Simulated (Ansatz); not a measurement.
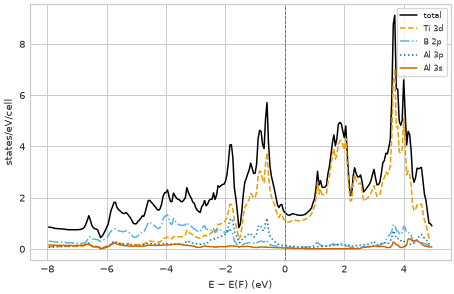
Fig. 1. Total and projected density of states of Ti2AlB2 in space group P-6m2 (No. 187; Ti on 2h, Al on 1a, B on 1b, B on 1f), the program Ansatz at the r²SCAN level (PAW)

Q: Which orbitals carry the states next to the Fermi level?

A: Within 0.5 eV of the Fermi level: Ti 3d 77 %, Al 3p 10 %. Projections are on Löwdin-orthogonalised atomic valence shells; empty p or d shells of many metals are not among them.

Q: Where is the tallest occupied peak in this window, and what makes it?

A: Near -0.6 eV, about 5.7 states/eV per cell; the largest projected share is Ti 3d.

The start of the workflow was typed in or built on a structure type; neither database checked (COD, Materials Project) lists it. Its standing as an ambient phase is unchecked. Symmetry was held in the r²SCAN relaxation; whether a distortion lowers the energy is not shown. No spin polarisation was allowed.

Potentials: the earlier of the program's two PAW sets. The files were generated under PBE; for other functionals the program regenerates the frozen cores, and for LDA and PBEsol the local potential too.
